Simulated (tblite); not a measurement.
## Geometry relaxation of C₄H₃F₃N₂

C₄H₃F₃N₂, computed with GFN2-xTB geometry optimisation, gas phase (tblite 0.8.0).

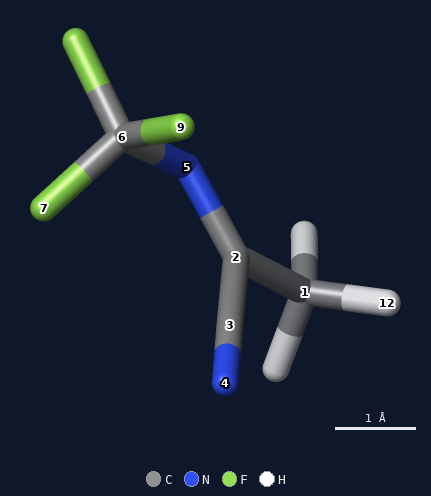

**Figure 1.** The starting structure (stick view, seen at a tilt; atoms are numbered from 1 in the order of the input).

Summary

| quantity | value |
| --- | --- |
| outcome | converged |
| total energy | −818.6943 eV |
| hardware | 1 CPU thread, shared host |
| peak memory | 0.18 GiB |

Input file
```
{"job": {"xc": "GFN2-xTB", "basis": "xTB", "kind": "relax"}, "charge": 0, "multiplicity": 1}
C     -1.888100    -0.395200    -0.123200
C     -0.462300     0.007300    -0.007900
C     -0.171500     1.349100     0.455900
N      0.013700     2.445800     0.806500
N      0.487000    -0.824200    -0.272600
C      1.852100    -0.381100    -0.142300
F      2.114200     0.671300    -0.951000
F      2.705400    -1.374000    -0.474600
F      2.130300    -0.032200     1.135100
H     -2.402300     0.264100    -0.834000
H     -1.985100    -1.428000    -0.469900
H     -2.392200    -0.303600     0.852100
```

The first line tells a small driver script what to run in tblite; the rest is the geometry in Å.

Launch command:
```bash
OMP_NUM_THREADS=1 python <driver script> task.json out
```

The program's output
```
step      E/eV     max force
  0    -818.56143    2.647
  1    -818.48004    7.626
  2    -818.65075    0.636
  3    -818.66131    0.535
  4    -818.67085    0.263
  5    -818.67688    0.213
  6    -818.68004    0.169
  7    -818.68269    0.129
  8    -818.68392    0.082
  9    -818.68460    0.066
 10    -818.68513    0.064
 11    -818.68597    0.085
 12    -818.68728    0.107
 13    -818.68893    0.124
 14    -818.69036    0.123
 15    -818.69137    0.090
 16    -818.69223    0.080
 17    -818.69302    0.077
 18    -818.69358    0.057
 19    -818.69386    0.041
 20    -818.69399    0.023
 21    -818.69405    0.024
 22    -818.69409    0.022
 23    -818.69411    0.015
 24    -818.69413    0.012
 25    -818.69415    0.015
 26    -818.69417    0.016
 27    -818.69420    0.014
 28    -818.69423    0.014
 29    -818.69425    0.013
 30    -818.69428    0.012
 31    -818.69430    0.011
 32    -818.69432    0.007
 33    -818.69432    0.004
 34    -818.69433    0.004
 35    -818.69433    0.003
```

Trajectory as extended XYZ (Å, eV, eV/Å), 12 frames, from step=0 to step=35
```
12
Properties=species:S:1:pos:R:3:forces:R:3 step=0 energy=-818.56143
C    -1.8881   -0.3952   -0.1232   -0.1460  -0.0320   0.0300
C    -0.4623    0.0073   -0.0079    0.9860  -0.3720   0.1320
C    -0.1715    1.3491    0.4559   -0.1630   2.0350   0.4960
N     0.0137    2.4458    0.8065   -0.3290  -2.5140  -0.7590
N     0.4870   -0.8242   -0.2726    0.2240   0.9060   0.1340
C     1.8521   -0.3811   -0.1423   -0.8250  -0.5920  -0.0890
F     2.1142    0.6713   -0.9510    0.1570  -0.4250   0.4460
F     2.7054   -1.3740   -0.4746   -0.6360   0.7380   0.1940
F     2.1303   -0.0322    1.1351    0.1680   0.0050  -0.5590
H    -2.4023    0.2641   -0.8340    0.1210  -0.0540   0.2130
H    -1.9851   -1.4280   -0.4699    0.2240   0.2140   0.0700
H    -2.3922   -0.3036    0.8521    0.2200   0.0900  -0.3090
12
Properties=species:S:1:pos:R:3:forces:R:3 step=3 energy=-818.66131
C    -1.8831   -0.3948   -0.1228    0.1480   0.0140  -0.0030
C    -0.4509    0.0078    0.0001    0.2570  -0.3120  -0.0280
C    -0.1882    1.3512    0.4516   -0.2580   0.0960  -0.0200
N     0.0130    2.4245    0.8013   -0.0270  -0.2910  -0.0770
N     0.4985   -0.8093   -0.2724   -0.4610   0.2670   0.0530
C     1.8306   -0.3925   -0.1434   -0.0860   0.0690   0.0320
F     2.1195    0.6593   -0.9381    0.1080  -0.0260   0.0840
F     2.6862   -1.3564   -0.4704   -0.2000  -0.0310  -0.0310
F     2.1359   -0.0316    1.1197    0.1010   0.0600  -0.0490
H    -2.3978    0.2635   -0.8275    0.1060   0.0250   0.0990
H    -1.9772   -1.4224   -0.4681    0.1920   0.0460   0.0130
H    -2.3852   -0.3001    0.8441    0.1200   0.0830  -0.0740
12
Properties=species:S:1:pos:R:3:forces:R:3 step=6 energy=-818.68004
C    -1.8722   -0.3951   -0.1232   -0.1140  -0.0530  -0.0070
C    -0.4534    0.0026    0.0043   -0.0790   0.0430  -0.0430
C    -0.2152    1.3464    0.4458   -0.0210  -0.0210   0.0210
N     0.0119    2.4106    0.7983   -0.0320   0.0940   0.0250
N     0.4889   -0.8040   -0.2733    0.1230  -0.0200   0.0300
C     1.8206   -0.3881   -0.1410    0.0640  -0.0080  -0.0140
F     2.1295    0.6576   -0.9306    0.0140   0.0700  -0.0340
F     2.6632   -1.3606   -0.4734   -0.1000  -0.1320  -0.0340
F     2.1447   -0.0261    1.1150   -0.0050   0.0160   0.0430
H    -2.3863    0.2671   -0.8188    0.0410   0.0630  -0.0370
H    -1.9576   -1.4194   -0.4673    0.0920  -0.0800  -0.0290
H    -2.3728   -0.2917    0.8383    0.0170   0.0260   0.0790
12
Properties=species:S:1:pos:R:3:forces:R:3 step=9 energy=-818.68460
C    -1.8761   -0.3994   -0.1239    0.0360   0.0050   0.0000
C    -0.4577    0.0029    0.0016    0.0160   0.0400   0.0170
C    -0.2249    1.3469    0.4468    0.0280   0.0350   0.0090
N     0.0066    2.4110    0.7985   -0.0580   0.0290   0.0110
N     0.4911   -0.7999   -0.2700   -0.0190   0.0530   0.0100
C     1.8228   -0.3861   -0.1411   -0.0100  -0.0040   0.0000
F     2.1348    0.6614   -0.9304    0.0260  -0.0440   0.0080
F     2.6465   -1.3740   -0.4776   -0.0230  -0.0120  -0.0030
F     2.1481   -0.0236    1.1158    0.0310  -0.0290  -0.0290
H    -2.3792    0.2732   -0.8195   -0.0090  -0.0310  -0.0170
H    -1.9433   -1.4259   -0.4696   -0.0110  -0.0070   0.0010
H    -2.3674   -0.2874    0.8432   -0.0080  -0.0360  -0.0060
12
Properties=species:S:1:pos:R:3:forces:R:3 step=12 energy=-818.68728
C    -1.8740   -0.4014   -0.1244    0.0000   0.0270   0.0060
C    -0.4580    0.0135    0.0033    0.0060  -0.0210   0.0310
C    -0.2239    1.3555    0.4502   -0.0790   0.0420  -0.0040
N    -0.0103    2.4228    0.8026   -0.0130   0.0570   0.0250
N     0.4911   -0.7878   -0.2660   -0.0740  -0.0560  -0.0390
C     1.8238   -0.3872   -0.1418   -0.0040  -0.0250  -0.0010
F     2.1441    0.6555   -0.9307    0.0520   0.0060  -0.0430
F     2.6318   -1.3871   -0.4811    0.0280  -0.0170  -0.0130
F     2.1573   -0.0289    1.1120    0.0580  -0.0090   0.0500
H    -2.3774    0.2694   -0.8245   -0.0070  -0.0730   0.0440
H    -1.9368   -1.4312   -0.4709    0.0240   0.0990   0.0340
H    -2.3666   -0.2938    0.8453    0.0110  -0.0290  -0.0890
12
Properties=species:S:1:pos:R:3:forces:R:3 step=15 energy=-818.69137
C    -1.8675   -0.4011   -0.1245   -0.0160   0.0230   0.0080
C    -0.4587    0.0316    0.0108    0.0070  -0.0050  -0.0070
C    -0.2355    1.3776    0.4562   -0.0890   0.0040   0.0110
N    -0.0438    2.4482    0.8122   -0.0010   0.0040  -0.0020
N     0.4862   -0.7711   -0.2627    0.0530  -0.0100   0.0100
C     1.8252   -0.3926   -0.1434    0.0480  -0.0230  -0.0110
F     2.1680    0.6426   -0.9347   -0.0010  -0.0200  -0.0190
F     2.6063   -1.4125   -0.4891    0.0620  -0.0090  -0.0060
F     2.1810   -0.0410    1.1079   -0.0140  -0.0280  -0.0030
H    -2.3763    0.2553   -0.8289   -0.0610   0.0220   0.0000
H    -1.9187   -1.4298   -0.4695    0.0680   0.0160  -0.0010
H    -2.3650   -0.3078    0.8397   -0.0560   0.0260   0.0190
12
Properties=species:S:1:pos:R:3:forces:R:3 step=19 energy=-818.69386
C    -1.8666   -0.3974   -0.1234   -0.0050  -0.0080  -0.0020
C    -0.4579    0.0411    0.0140   -0.0150   0.0040  -0.0020
C    -0.2534    1.3898    0.4611    0.0400  -0.0110  -0.0010
N    -0.0642    2.4613    0.8167   -0.0310  -0.0190  -0.0070
N     0.4885   -0.7616   -0.2588   -0.0180   0.0170   0.0040
C     1.8326   -0.3993   -0.1459   -0.0120   0.0030   0.0020
F     2.1817    0.6315   -0.9401    0.0100  -0.0120  -0.0010
F     2.6043   -1.4269   -0.4941    0.0080   0.0160   0.0050
F     2.1930   -0.0528    1.1051    0.0130  -0.0090  -0.0050
H    -2.3857    0.2506   -0.8299    0.0000   0.0100   0.0190
H    -1.8979   -1.4262   -0.4688    0.0100  -0.0110  -0.0040
H    -2.3731   -0.3109    0.8382   -0.0010   0.0210  -0.0070
12
Properties=species:S:1:pos:R:3:forces:R:3 step=22 energy=-818.69409
C    -1.8669   -0.3978   -0.1234    0.0010   0.0030   0.0010
C    -0.4590    0.0427    0.0142    0.0090  -0.0100   0.0000
C    -0.2524    1.3900    0.4615   -0.0020  -0.0030  -0.0020
N    -0.0697    2.4623    0.8170   -0.0120   0.0090   0.0030
N     0.4879   -0.7594   -0.2582    0.0050  -0.0190  -0.0090
C     1.8326   -0.3997   -0.1460    0.0020   0.0010   0.0010
F     2.1843    0.6294   -0.9408    0.0010   0.0050  -0.0030
F     2.6037   -1.4278   -0.4944   -0.0040  -0.0010   0.0000
F     2.1957   -0.0548    1.1044    0.0030   0.0020   0.0060
H    -2.3866    0.2510   -0.8287   -0.0010   0.0030   0.0050
H    -1.8945   -1.4269   -0.4692   -0.0020   0.0060   0.0020
H    -2.3739   -0.3096    0.8377    0.0000   0.0060  -0.0040
12
Properties=species:S:1:pos:R:3:forces:R:3 step=25 energy=-818.69415
C    -1.8666   -0.3974   -0.1234    0.0060   0.0030   0.0010
C    -0.4581    0.0416    0.0141    0.0050   0.0030  -0.0010
C    -0.2521    1.3895    0.4613   -0.0010   0.0000   0.0010
N    -0.0724    2.4624    0.8171   -0.0120  -0.0080  -0.0030
N     0.4883   -0.7610   -0.2589    0.0060   0.0070   0.0050
C     1.8328   -0.3998   -0.1460    0.0050  -0.0050  -0.0020
F     2.1846    0.6293   -0.9412   -0.0060  -0.0010   0.0070
F     2.6041   -1.4276   -0.4943    0.0040  -0.0060  -0.0010
F     2.1963   -0.0550    1.1047   -0.0070   0.0020  -0.0080
H    -2.3871    0.2518   -0.8276    0.0050   0.0040  -0.0050
H    -1.8942   -1.4264   -0.4690   -0.0080   0.0010   0.0010
H    -2.3742   -0.3081    0.8372    0.0040   0.0000   0.0060
12
Properties=species:S:1:pos:R:3:forces:R:3 step=28 energy=-818.69423
C    -1.8655   -0.3963   -0.1231   -0.0060  -0.0020   0.0000
C    -0.4562    0.0408    0.0138   -0.0100   0.0020   0.0000
C    -0.2519    1.3886    0.4612   -0.0060   0.0010   0.0000
N    -0.0795    2.4625    0.8172   -0.0040  -0.0010   0.0000
N     0.4897   -0.7622   -0.2593   -0.0100   0.0040   0.0030
C     1.8340   -0.4008   -0.1464   -0.0030  -0.0040  -0.0010
F     2.1846    0.6291   -0.9408    0.0040  -0.0050  -0.0030
F     2.6046   -1.4291   -0.4946    0.0120   0.0050   0.0000
F     2.1966   -0.0550    1.1041    0.0010  -0.0040   0.0000
H    -2.3864    0.2534   -0.8270    0.0140   0.0010  -0.0020
H    -1.8953   -1.4253   -0.4685   -0.0060   0.0030   0.0010
H    -2.3735   -0.3063    0.8374    0.0130   0.0000   0.0020
12
Properties=species:S:1:pos:R:3:forces:R:3 step=31 energy=-818.69430
C    -1.8649   -0.3954   -0.1228   -0.0020  -0.0020  -0.0010
C    -0.4555    0.0404    0.0135    0.0030  -0.0050   0.0010
C    -0.2532    1.3882    0.4612   -0.0090   0.0020  -0.0010
N    -0.0871    2.4629    0.8175    0.0030   0.0100   0.0040
N     0.4901   -0.7628   -0.2593    0.0030  -0.0090  -0.0040
C     1.8347   -0.4023   -0.1469   -0.0010   0.0050   0.0020
F     2.1853    0.6280   -0.9409    0.0030  -0.0030  -0.0090
F     2.6063   -1.4300   -0.4950   -0.0020   0.0080   0.0020
F     2.1973   -0.0558    1.1034    0.0030  -0.0070   0.0070
H    -2.3837    0.2551   -0.8270    0.0010   0.0050  -0.0020
H    -1.8971   -1.4242   -0.4681   -0.0020  -0.0060  -0.0020
H    -2.3710   -0.3047    0.8384    0.0010   0.0030   0.0040
12
Properties=species:S:1:pos:R:3:forces:R:3 step=35 energy=-818.69433
C    -1.8649   -0.3954   -0.1228    0.0000  -0.0010   0.0000
C    -0.4551    0.0398    0.0134   -0.0010   0.0010   0.0000
C    -0.2541    1.3882    0.4611    0.0000   0.0000   0.0000
N    -0.0889    2.4630    0.8177    0.0000  -0.0020   0.0000
N     0.4905   -0.7635   -0.2595    0.0000   0.0030   0.0010
C     1.8349   -0.4023   -0.1469    0.0010   0.0000   0.0000
F     2.1854    0.6275   -0.9416    0.0000   0.0000   0.0000
F     2.6071   -1.4295   -0.4949    0.0000  -0.0010   0.0000
F     2.1974   -0.0565    1.1037    0.0000   0.0000   0.0000
H    -2.3828    0.2561   -0.8270    0.0010  -0.0010   0.0020
H    -1.8981   -1.4243   -0.4681   -0.0020   0.0000   0.0000
H    -2.3702   -0.3038    0.8389    0.0000   0.0010  -0.0020
```
